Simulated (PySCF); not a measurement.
# BF₃: electronic excitations at several levels of theory, part 2 of 2

PySCF 2.14.0. Atoms count from 0. The steps go on from the part before.

### 10 TDDFT and polarisability: PBE0/def2-TZVP

The job: settings as JSON, then the geometry in Å.

```
{"job": {"kind": "uv", "xc": "PBE0", "basis": "def2-TZVP"}, "charge": 0, "multiplicity": 1}
F      1.189143    -0.556894     0.045911
B      0.004928     0.002081    -0.010952
F     -1.072249    -0.744059    -0.054304
F     -0.101352     1.308411    -0.026355
```

Method: TDDFT PBE0/def2-TZVP, vertical, gas phase, core orbitals frozen in the response.

Standard output:

```text
coarse grid: 4344 points
cycle   1  E = -324.3018932928  dE =  4.740e-01  |g| = 7.332e-01  |ddm| = 1.730e+00
cycle   2  E = -324.2361290390  dE =  6.576e-02  |g| = 1.028e+00  |ddm| = 6.690e-01
cycle   3  E = -324.3822326391  dE = -1.461e-01  |g| = 1.325e-02  |ddm| = 3.692e-01
cycle   4  E = -324.3822559151  dE = -2.328e-05  |g| = 5.481e-03  |ddm| = 1.144e-02
cycle   5  E = -324.3822603752  dE = -4.460e-06  |g| = 6.013e-04  |ddm| = 3.588e-03
final grid: 46024 points
cycle   6  E = -324.3896703764  dE = -1.418e-04  |g| = 3.933e-03  |ddm| = 3.701e-02
cycle   7  E = -324.3896696241  dE =  7.523e-07  |g| = 4.325e-03  |ddm| = 2.781e-03
cycle   8  E = -324.3896720068  dE = -2.383e-06  |g| = 5.500e-04  |ddm| = 1.630e-03
cycle   9  E = -324.3896720464  dE = -3.956e-08  |g| = 1.687e-04  |ddm| = 2.694e-04
cycle  10  E = -324.3896720500  dE = -3.576e-09  |g| = 5.195e-05  |ddm| = 7.735e-05
cycle  11  E = -324.3896720504  dE = -3.869e-10  |g| = 5.425e-06  |ddm| = 2.426e-05
converged SCF energy = -324.3896720504

Static polarisability (au): isotropic 14.183, principal 11.309 15.614 15.626

Singlet excitations
state   eV       nm        f      main configurations
  1  10.7612    115.2   0.00000   H->L+1 0.98
  2  11.0177    112.5   0.00000   H->L 0.99
  3  11.8374    104.7   0.00001   H-3->L+1 0.92
  4  11.8403    104.7   0.00001   H-4->L+1 0.91
  5  11.8557    104.6   0.00000   H-1->L 0.92
  6  11.8573    104.6   0.00000   H-2->L 0.91
  7  12.1055    102.4   0.02218   H-3->L 0.79, H-1->L+1 0.18
  8  12.1080    102.4   0.02186   H-4->L 0.79, H-2->L+1 0.18
  9  12.6313     98.2   0.16984   H-1->L+1 0.71, H-3->L 0.20
 10  12.6338     98.1   0.17033   H-2->L+1 0.71, H-4->L 0.20

Triplet excitations (Tamm-Dancoff, eV): 10.5075 10.7946 11.0355 11.0373
```

Wall time 4.8 s (1 thread, shared host).

In short: HOMO -12.22 eV, LUMO 0.46 eV; lowest singlet 10.76 eV.

### 11 Ultraviolet spectrum: PBE0/aug-cc-pVDZ

The job: settings as JSON, then the geometry in Å.

```
{"job": {"kind": "uv", "xc": "PBE0", "basis": "aug-cc-pVDZ"}, "charge": 0, "multiplicity": 1}
F      1.189143    -0.556894     0.045911
B      0.004928     0.002081    -0.010952
F     -1.072249    -0.744059    -0.054304
F     -0.101352     1.308411    -0.026355
```

With the program's defaults for keys left out, this is: TDDFT PBE0/aug-cc-pVDZ, vertical, gas phase, core orbitals frozen in the response.

Standard output:

```text
coarse grid: 4344 points
cycle   1  E = -324.2020624723  dE =  4.879e-01  |g| = 6.554e-01  |ddm| = 4.201e+00
cycle   2  E = -324.1486490721  dE =  5.341e-02  |g| = 8.978e-01  |ddm| = 1.857e+00
cycle   3  E = -324.2737295921  dE = -1.251e-01  |g| = 1.926e-02  |ddm| = 1.007e+00
cycle   4  E = -324.2737867046  dE = -5.711e-05  |g| = 4.873e-03  |ddm| = 4.333e-02
cycle   5  E = -324.2737911595  dE = -4.455e-06  |g| = 3.551e-04  |ddm| = 9.203e-03
final grid: 46024 points
cycle   6  E = -324.2742746650  dE = -4.990e-05  |g| = 1.149e-03  |ddm| = 6.547e-02
cycle   7  E = -324.2742747864  dE = -1.213e-07  |g| = 7.911e-04  |ddm| = 3.596e-03
cycle   8  E = -324.2742748610  dE = -7.467e-08  |g| = 4.080e-04  |ddm| = 1.325e-03
cycle   9  E = -324.2742748866  dE = -2.554e-08  |g| = 5.913e-05  |ddm| = 4.844e-04
cycle  10  E = -324.2742748872  dE = -6.180e-10  |g| = 3.380e-06  |ddm| = 1.055e-04
converged SCF energy = -324.2742748872

Static polarisability (au): isotropic 15.549, principal 12.921 16.857 16.868

Singlet excitations
state   eV       nm        f      main configurations
  1  10.6477    116.4   0.00000   H->L+1 0.80, H->L+4 0.18
  2  10.6748    116.1   0.00000   H->L 0.96
  3  11.5023    107.8   0.00000   H-1->L 0.97
  4  11.5038    107.8   0.00000   H-2->L 0.97
  5  11.7363    105.6   0.00041   H-3->L+1 0.80, H-3->L+4 0.18
  6  11.7394    105.6   0.00042   H-4->L+1 0.80, H-4->L+4 0.18
  7  11.7740    105.3   0.03767   H-3->L 0.81
  8  11.7767    105.3   0.03735   H-4->L 0.80
  9  12.1869    101.7   0.03099   H->L+3 0.69, H-3->L 0.14, H-1->L+1 0.12
 10  12.1876    101.7   0.03089   H->L+2 0.69, H-4->L 0.14, H-2->L+1 0.12

Triplet excitations (Tamm-Dancoff, eV): 10.3944 10.4980 10.9164 10.9182
```

Run time: 3.5 s. Hardware: 1 thread, shared host.

Key values: HOMO -12.29 eV, LUMO -0.16 eV; lowest singlet 10.65 eV.

### 12 TDDFT and polarisability: PBE0/aug-cc-pVTZ

The job: settings as JSON, then the geometry in Å.

```
{"job": {"kind": "uv", "xc": "PBE0", "basis": "aug-cc-pVTZ"}, "charge": 0, "multiplicity": 1}
F      1.189143    -0.556894     0.045911
B      0.004928     0.002081    -0.010952
F     -1.072249    -0.744059    -0.054304
F     -0.101352     1.308411    -0.026355
```

Method: TDDFT PBE0/aug-cc-pVTZ, vertical, gas phase, core orbitals frozen in the response.

Standard output:

```text
coarse grid: 4344 points
cycle   1  E = -324.2958493911  dE =  4.760e-01  |g| = 7.291e-01  |ddm| = 3.641e+00
cycle   2  E = -324.2307751021  dE =  6.507e-02  |g| = 1.030e+00  |ddm| = 1.764e+00
cycle   3  E = -324.3747864553  dE = -1.440e-01  |g| = 1.495e-02  |ddm| = 9.830e-01
cycle   4  E = -324.3748159525  dE = -2.950e-05  |g| = 6.140e-03  |ddm| = 2.308e-02
cycle   5  E = -324.3748215041  dE = -5.552e-06  |g| = 6.810e-04  |ddm| = 7.759e-03
final grid: 46024 points
cycle   6  E = -324.3757125703  dE = -1.477e-04  |g| = 3.291e-03  |ddm| = 1.282e-01
cycle   7  E = -324.3757119788  dE =  5.915e-07  |g| = 3.633e-03  |ddm| = 6.929e-03
cycle   8  E = -324.3757136540  dE = -1.675e-06  |g| = 6.261e-04  |ddm| = 3.759e-03
cycle   9  E = -324.3757137057  dE = -5.170e-08  |g| = 1.522e-04  |ddm| = 6.647e-04
cycle  10  E = -324.3757137084  dE = -2.672e-09  |g| = 4.571e-05  |ddm| = 1.683e-04
cycle  11  E = -324.3757137086  dE = -2.916e-10  |g| = 4.636e-06  |ddm| = 5.073e-05
converged SCF energy = -324.3757137086

Static polarisability (au): isotropic 15.897, principal 13.394 17.143 17.153

Singlet excitations
state   eV       nm        f      main configurations
  1  10.6580    116.3   0.00000   H->L 0.98
  2  10.7373    115.5   0.00000   H->L+1 0.73, H->L+4 0.26
  3  11.4930    107.9   0.00000   H-1->L 0.97
  4  11.4944    107.9   0.00000   H-2->L 0.97
  5  11.7524    105.5   0.04351   H-3->L 0.83
  6  11.7552    105.5   0.04324   H-4->L 0.83
  7  11.8130    105.0   0.00016   H-3->L+1 0.73, H-3->L+4 0.26
  8  11.8161    104.9   0.00016   H-4->L+1 0.73, H-4->L+4 0.26
  9  12.1348    102.2   0.01694   H->L+3 0.75, H-3->L 0.12
 10  12.1353    102.2   0.01699   H->L+2 0.75, H-4->L 0.12

Triplet excitations (Tamm-Dancoff, eV): 10.4853 10.4936 11.0153 11.0170
```

Run time: 8.5 s. Hardware: 1 thread, shared host.

In short: HOMO -12.26 eV, LUMO -0.16 eV; lowest singlet 10.66 eV.

### 13 Ultraviolet spectrum: PBE0/def2-TZVPD

The job: settings as JSON, then the geometry in Å.

```
{"job": {"kind": "uv", "xc": "PBE0", "basis": "def2-TZVPD"}, "charge": 0, "multiplicity": 1}
F      1.189143    -0.556894     0.045911
B      0.004928     0.002081    -0.010952
F     -1.072249    -0.744059    -0.054304
F     -0.101352     1.308411    -0.026355
```

With the program's defaults for keys left out, this is: TDDFT PBE0/def2-TZVPD, vertical, gas phase, core orbitals frozen in the response.

Standard output:

```text
coarse grid: 4344 points
cycle   1  E = -324.3018349079  dE =  4.787e-01  |g| = 7.389e-01  |ddm| = 1.546e+00
cycle   2  E = -324.2336995660  dE =  6.814e-02  |g| = 1.040e+00  |ddm| = 7.522e-01
cycle   3  E = -324.3832336385  dE = -1.495e-01  |g| = 1.414e-02  |ddm| = 4.324e-01
cycle   4  E = -324.3832600914  dE = -2.645e-05  |g| = 5.931e-03  |ddm| = 1.443e-02
cycle   5  E = -324.3832654221  dE = -5.331e-06  |g| = 6.071e-04  |ddm| = 3.268e-03
final grid: 46024 points
cycle   6  E = -324.3906636663  dE = -1.433e-04  |g| = 3.943e-03  |ddm| = 4.907e-02
cycle   7  E = -324.3906628961  dE =  7.702e-07  |g| = 4.347e-03  |ddm| = 3.343e-03
cycle   8  E = -324.3906653019  dE = -2.406e-06  |g| = 5.612e-04  |ddm| = 1.739e-03
cycle   9  E = -324.3906653430  dE = -4.107e-08  |g| = 1.736e-04  |ddm| = 3.183e-04
cycle  10  E = -324.3906653468  dE = -3.798e-09  |g| = 5.339e-05  |ddm| = 8.070e-05
cycle  11  E = -324.3906653472  dE = -4.105e-10  |g| = 5.432e-06  |ddm| = 2.616e-05
converged SCF energy = -324.3906653472

Static polarisability (au): isotropic 15.955, principal 13.522 17.166 17.177

Singlet excitations
state   eV       nm        f      main configurations
  1  10.6686    116.2   0.00000   H->L 0.97
  2  10.7605    115.2   0.00000   H->L+1 0.98
  3  11.5063    107.8   0.00000   H-1->L 0.97
  4  11.5078    107.7   0.00000   H-2->L 0.97
  5  11.7830    105.2   0.04677   H-3->L 0.90
  6  11.7860    105.2   0.04657   H-4->L 0.90
  7  11.8360    104.8   0.00027   H-3->L+1 0.97
  8  11.8391    104.7   0.00027   H-4->L+1 0.97
  9  12.4691     99.4   0.10380   H-1->L+1 0.65, H->L+2 0.22
 10  12.4705     99.4   0.10385   H-2->L+1 0.65, H->L+3 0.22

Triplet excitations (Tamm-Dancoff, eV): 10.4966 10.5070 11.0266 11.0284
```

Run time: 7.3 s. Hardware: 1 thread, shared host.

In short: HOMO -12.26 eV, LUMO -0.16 eV; lowest singlet 10.67 eV.

### 14 Excited states and response: PBE0/6-31+G*

The job: settings as JSON, then the geometry in Å.

```
{"job": {"kind": "uv", "xc": "PBE0", "basis": "6-31+G*"}, "charge": 0, "multiplicity": 1}
F      1.189143    -0.556894     0.045911
B      0.004928     0.002081    -0.010952
F     -1.072249    -0.744059    -0.054304
F     -0.101352     1.308411    -0.026355
```

With the program's defaults for keys left out, this is: TDDFT PBE0/6-31+G*, vertical, gas phase, core orbitals frozen in the response.

Standard output:

```text
coarse grid: 4344 points
cycle   1  E = -324.1751275529  dE =  4.732e-01  |g| = 6.425e-01  |ddm| = 1.923e+00
cycle   2  E = -324.1255177731  dE =  4.961e-02  |g| = 8.745e-01  |ddm| = 8.669e-01
cycle   3  E = -324.2435624020  dE = -1.180e-01  |g| = 1.903e-02  |ddm| = 4.799e-01
cycle   4  E = -324.2436267769  dE = -6.437e-05  |g| = 4.720e-03  |ddm| = 1.723e-02
cycle   5  E = -324.2436316140  dE = -4.837e-06  |g| = 3.835e-04  |ddm| = 3.956e-03
final grid: 46024 points
cycle   6  E = -324.2544163433  dE = -2.774e-05  |g| = 1.474e-03  |ddm| = 2.217e-02
cycle   7  E = -324.2544162582  dE =  8.510e-08  |g| = 1.768e-03  |ddm| = 2.100e-03
cycle   8  E = -324.2544167468  dE = -4.886e-07  |g| = 1.716e-04  |ddm| = 1.031e-03
cycle   9  E = -324.2544167508  dE = -3.999e-09  |g| = 7.940e-05  |ddm| = 1.616e-04
cycle  10  E = -324.2544167518  dE = -9.546e-10  |g| = 2.910e-05  |ddm| = 5.796e-05
converged SCF energy = -324.2544167518

Static polarisability (au): isotropic 13.782, principal 10.646 15.343 15.358

Singlet excitations
state   eV       nm        f      main configurations
  1  10.6978    115.9   0.00000   H->L+1 0.59, H->L 0.33
  2  10.7065    115.8   0.00000   H->L 0.66, H->L+1 0.30
  3  11.5655    107.2   0.00000   H-1->L 0.98
  4  11.5669    107.2   0.00000   H-2->L 0.98
  5  11.8136    105.0   0.00108   H-3->L+1 0.87, H-3->L+4 0.11
  6  11.8167    104.9   0.00110   H-4->L+1 0.86, H-4->L+4 0.11
  7  11.8393    104.7   0.04270   H-3->L 0.83
  8  11.8421    104.7   0.04237   H-4->L 0.83
  9  12.3533    100.4   0.06151   H->L+3 0.48, H-1->L+1 0.34, H-3->L 0.12
 10  12.3543    100.4   0.06131   H->L+2 0.48, H-2->L+1 0.34, H-4->L 0.12

Triplet excitations (Tamm-Dancoff, eV): 10.4509 10.5274 11.0072 11.0090
```

Run time: 2.6 s. Hardware: 1 thread, shared host.

Key values: HOMO -12.30 eV, LUMO -0.14 eV; lowest singlet 10.70 eV.

### 15 Comparing the runs: electronic excitations

Excitations and ground-state properties, with basis size and wall time:

```
                run  lowest singlet (eV)  brightest (eV)      f  gap (eV)  α (Å³)  μ (D)  functions   time
     PBE0/def2-SVPD                10.74           12.61  0.185     12.41    2.33   0.00         89   20 s
BHandHLYP/def2-SVPD                11.69           13.52  0.215     14.99    2.19   0.00         89   18 s
CAM-B3LYP/def2-SVPD                10.79           12.67  0.199     14.49    2.34   0.00         89   16 s
  wB97X-D/def2-SVPD                10.99           12.87  0.214     16.00    2.32   0.00         89   15 s
  LC-wPBE/def2-SVPD                10.89           12.85  0.252     16.79    2.35   0.00         89   26 s
        PBE0/6-31G*                10.72           14.05  0.176     13.05    1.66   0.00         56    2 s
      PBE0/def2-SVP                10.68           13.20  0.209     12.97    1.59   0.00         56  2.1 s
     PBE0/def2-TZVP                10.76           12.63  0.170     12.68    2.10   0.00        124  4.8 s
   PBE0/aug-cc-pVDZ                10.65           11.77  0.038     12.13    2.30   0.00         92  3.5 s
   PBE0/aug-cc-pVTZ                10.66           11.75  0.044     12.10    2.36   0.00        184  8.5 s
    PBE0/def2-TZVPD                10.67           12.47  0.104     12.10    2.36   0.00        157  7.3 s
       PBE0/6-31+G*                10.70           12.35  0.062     12.16    2.04   0.00         72  2.6 s
```

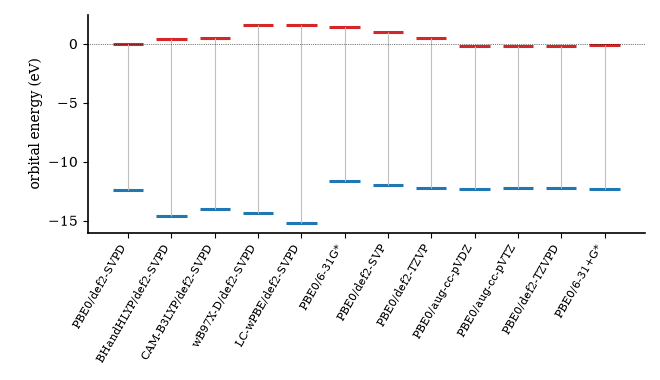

HOMO (blue) and LUMO (red) run by run.

Measured dipole: 0.00 D (gas; NIST CCCBDB Release 22 (SRD 101), experimental dipoles).

Measured polarisability: 2.42 Å³ (gas; NIST CCCBDB Release 22 (SRD 101), experimental polarizabilities).

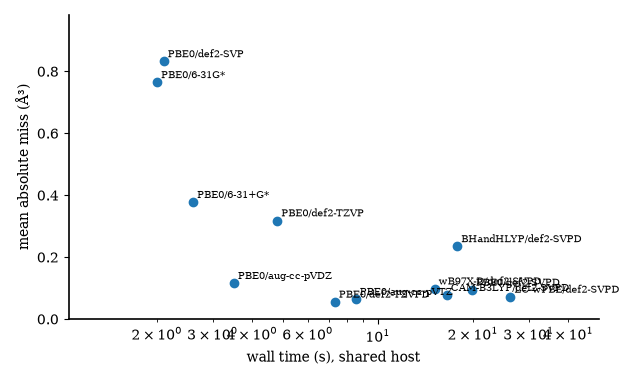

Cost against miss for the measured polarisability.

### 16 Outcome

What follows sums up all 2 parts.

```
                                quantity                          value
                             point group                            D3h
    rotational constants (main isotopes)         10.33, 10.31, 5.16 GHz
         lowest singlet (PBE0/def2-SVPD)   10.74 eV (115 nm), f = 0.000
brightest single state of those computed  state 10, 12.61 eV, f = 0.185
                          lowest triplet                       10.47 eV
       vertical ionisation energy (ΔSCF)                       15.43 eV
             range of the lowest singlet              10.65 to 11.69 eV
```

Single values in the summary come from the first run of each kind that ended normally (PBE0/def2-SVPD), which need not be the best level. Over 4 steps the energy fell by 0.009 eV; of the close pairs, B1–F2 changed most, 1.300 to 1.311 Å. The first singlet state (HOMO→LUMO+1 0.99) lies at 10.74 eV and is dark; of the 10 states computed, the strongest absorption comes from states 9 to 10 together at 12.61 eV (the last computed, so partners may be missing). The lowest triplet lies 0.26 eV below the lowest singlet (triplets in Tamm-Dancoff, singlets in full TDDFT). The orbital energy would give 12.40 eV for ionisation, ΔSCF gives 15.43 eV. The dipole moment, 0.00 D, compares with 0.00 D measured. The polarisability is 4 % below the measured 2.42 Å³. The lowest singlet runs from 10.65 eV (PBE0/aug-cc-pVDZ) to 11.69 eV (BHandHLYP/def2-SVPD), while the orbital gap spans 12.10 to 16.79 eV. The lowest state need not be the same one in every run. The runs solved for a few states only, so the brightest column depends on that window. For the measured polarisability, PBE0/def2-TZVPD misses least (0.06 Å³, 7.3 s) and PBE0/def2-SVP most (0.83 Å³, 2.1 s); the quickest, PBE0/6-31G*, misses by 0.76 Å³ in 2 s. One molecule ranks no method: errors cancel, and vibration and temperature are missing from all runs.
